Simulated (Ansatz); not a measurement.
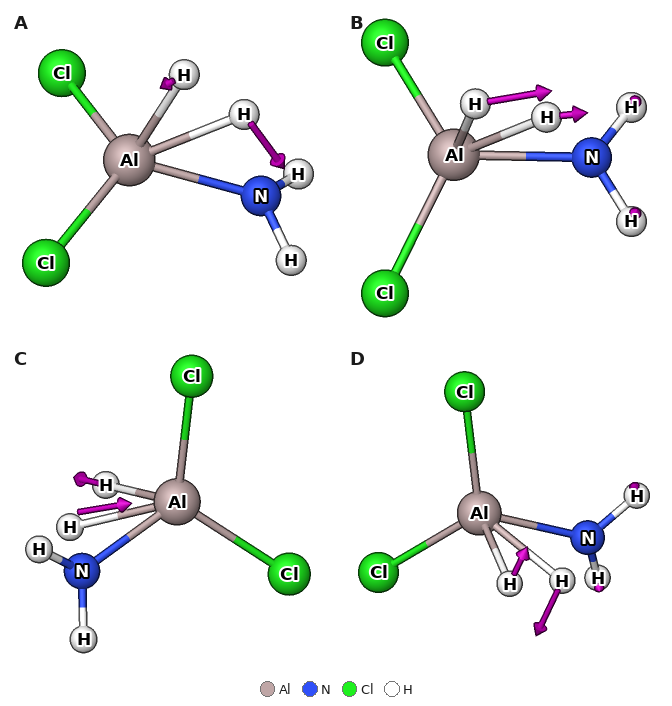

4 normal modes of one molecule or complex, as arrows. Harmonic vibrations computed with RKS PBE0-D4/def2-SVP (Ansatz 0.2.0) at a stationary point of the same level. It is a saddle point of order 1.

Question: Match the panels to the wavenumbers 1310i cm⁻¹, 969 cm⁻¹, 1467 cm⁻¹, 1851 cm⁻¹.

Answer: A: 1310i cm⁻¹
B: 969 cm⁻¹
C: 1851 cm⁻¹, out-of-phase stretching of 2 Al–H bonds
D: 1467 cm⁻¹, Cl–Al–H bending
